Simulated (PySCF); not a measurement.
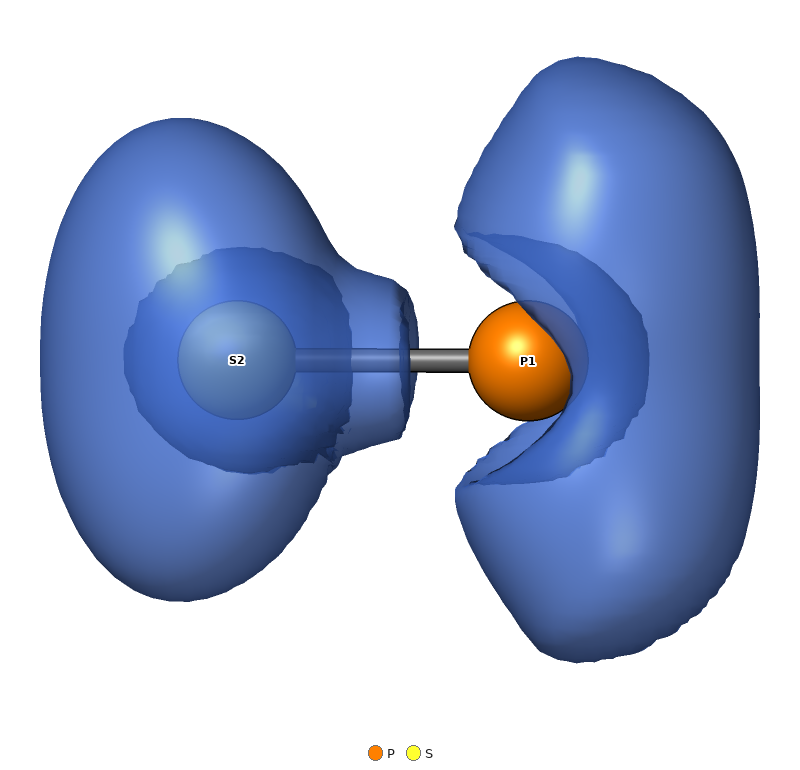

Figure 1: PS (doublet). Isosurface of the electron localisation function at 0.75 (blue), seen from one side. Core shells and regions of very low density are left out.

The calculation used PBE0/def2-SVP, non-relativistic Hamiltonian with scalar-relativistic core potentials where named, at a bond length of 1.911 Å in PySCF 2.14.0.

| atom | x (Å) | y (Å) | z (Å) |
| --- | --- | --- | --- |
| P | 0.0000 | 0.0000 | -0.9707 |
| S | 0.0000 | 0.0000 | 0.9403 |

What do the ELF domains correspond to?

The ELF exceeds this value in one region on S in which the atom's valence shell and bonds are merged and one lobe on P, pointing away from the bonds (non-bonding electrons).

Values along the shortest contacts:
P–S (1.91 Å): the ELF peaks at about 0.85 between the atoms (localised, covalent bonding).
